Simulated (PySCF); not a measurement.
**C3H7AlCl2 (AlCl2(nPr)): density, localisation and related maps**

Input file:

```
{"job": {"kind": "nmr", "xc": "PBE0", "basis": {"default": "pcSseg-1", "Al": "pcSseg-2"}}, "charge": 0, "multiplicity": 1}
Al     1.239265     1.623314     1.136987
Cl     3.187317     1.721270     1.909808
Cl     0.255565     3.447375     0.794880
C      0.351664    -0.048425     0.719637
C     -0.276546    -0.089425    -0.678329
C     -1.080032    -1.354757    -0.935963
H     -0.433033    -0.200068     1.485689
H      1.065882    -0.879611     0.854248
H      0.515952    -0.001675    -1.443023
H     -0.923937     0.792645    -0.824751
H     -1.910889    -1.446440    -0.218078
H     -1.509776    -1.363395    -1.949655
H     -0.450802    -2.252919    -0.829259
```

Launched as:

```sh
OMP_NUM_THREADS=1 python probes_run.py task.json out
```

Geometry: PBE0-D3(BJ)/def2-SVP.

Computed with PBE0/pcSseg-1 Al:pcSseg-2, SCF density, gas phase, non-relativistic in PySCF 2.14.0.

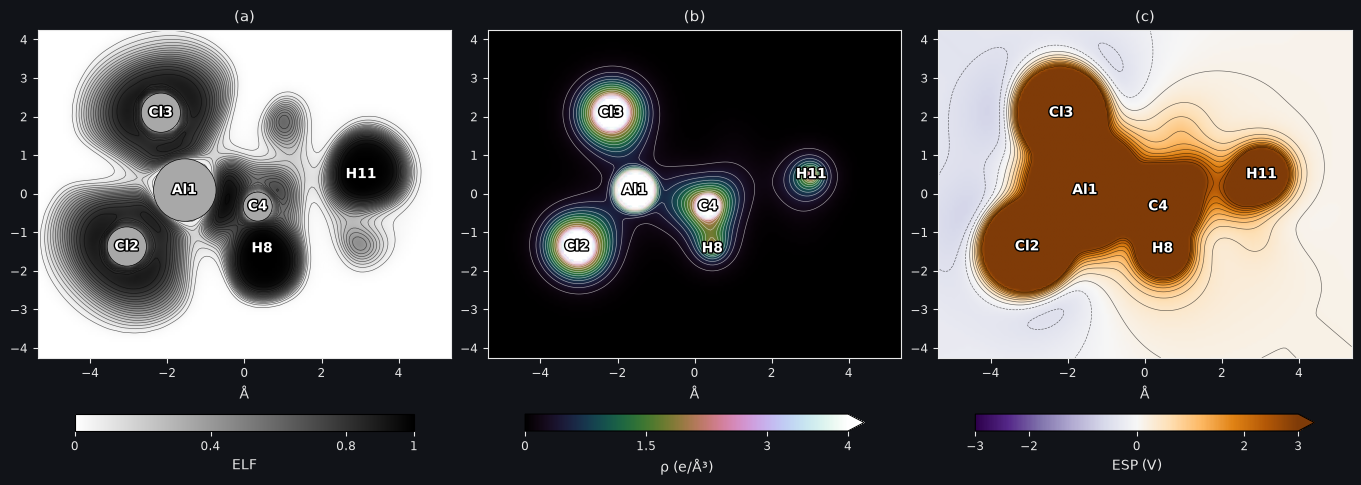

Figure 1. (a) ELF; (b) total electron density; (c) electrostatic potential on the plane of atoms Cl2, Al1 and C4. Grey discs cover the atomic cores in the ELF map.

> Interpret the plot.

The plane passes through Al, Cl, C and H nuclei. C–Al (1.94 Å): ρ is about 0.78 e/Å³ halfway; the ELF peaks at about 0.95 between the atoms (a polar covalent bond). Al–Cl (2.10 Å): ρ is about 0.77 e/Å³ halfway; the ELF peaks at about 0.85 in the valence shell of Cl, 0.9 Å from its nucleus, and is about 0.80 at the midpoint. C–H (1.10 Å): ρ at the midpoint is about 1.9 e/Å³; the ELF climbs to about 1 towards the hydrogen, as it does in any bond to H; an ordinary covalent bond to hydrogen. The ELF also peaks beside Cl2 and Cl3, away from the bonds: lone-pair regions. Outside the dense part of the molecule the potential is most negative (−0.7 V) near Cl3.

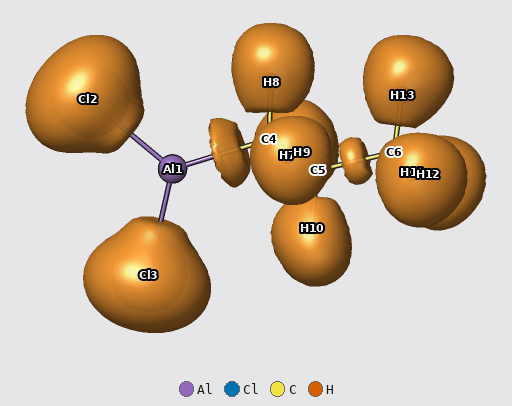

Figure 2. Isosurface of the electron localisation function at 0.8 (orange), seen at an oblique angle. Core shells and regions of very low density are left out.

> What do the ELF domains correspond to?

At this value the surface marks out one region between bonded Al–C atoms (shared pairs), two regions between bonded C–C atoms (shared pairs), seven regions around hydrogen nuclei and two regions on Cl in which the atom's valence shell and bonds are merged. Profiles from the grid: C–C (1.52 Å): the ELF peaks at about 0.95 between the atoms (localised, covalent bonding).

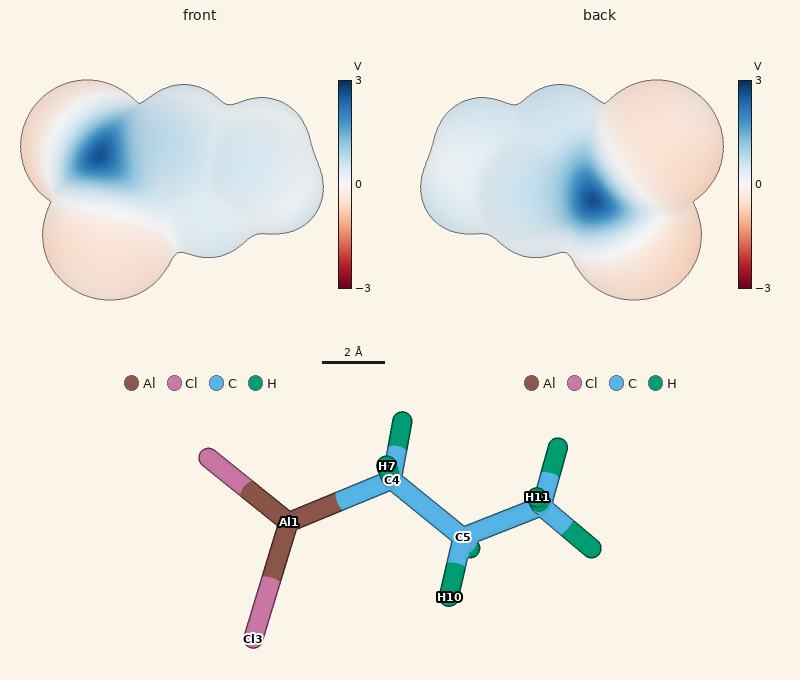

Figure 3. The molecular electrostatic potential painted on the density surface at 0.001 e/bohr³, seen from the front and from behind; the colour scale runs from red (negative) to blue (positive). The bare structure is drawn below in the same view.

> Where is the surface potential most negative and most positive?

The most negative region (about −0.6 V) lies over Cl2 and Cl3, the most positive (about +2.5 V) over Al1.

> How polar is the molecule by this calculation?

Its dipole moment is 2.46 D.
